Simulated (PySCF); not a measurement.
Sn(H)(OH)2(NH2), H₅NO₂Sn, SMILES [NH2][SnH]([OH])[OH], singlet at its PBE0/def2-SVP optimised geometry (Å):

```
9

Sn    -0.0732    -0.1634     0.0000
N     -1.0255    -1.1220    -1.5053
O     -0.8627    -0.9963     1.6170
O     -0.6084     1.7432     0.0000
H      1.6346    -0.1634     0.0000
H     -0.4124    -1.5320    -2.2062
H     -1.6346    -1.8557    -1.1460
H     -0.9340    -0.3710     2.3476
H     -1.4694     1.8557    -0.4208
```

Computed with PBE0/def2-TZVP, def2 effective core potentials past Kr (PySCF 2.14.0). The core electrons that the potentials of Sn replace are not part of the density. Cells within 0.4 Å of a nucleus heavier than hydrogen are left out (blank, or x).

Map of the HOMO−1 amplitude (bohr^(-3/2)) on the plane z = 0.0 Å; orbital energy -8.51 eV, overall sign arbitrary:

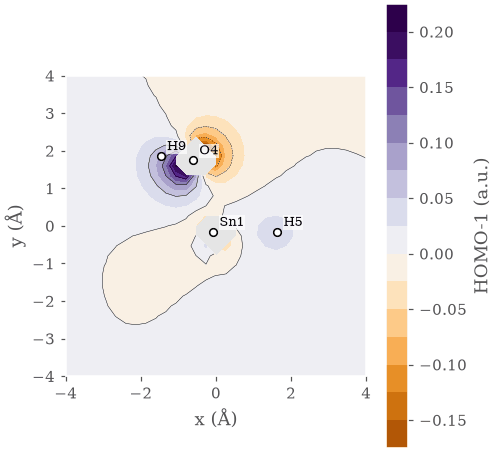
Fig. 1. HOMO−1 amplitude (bohr^(-3/2)) on the plane z = 0.0 Å.
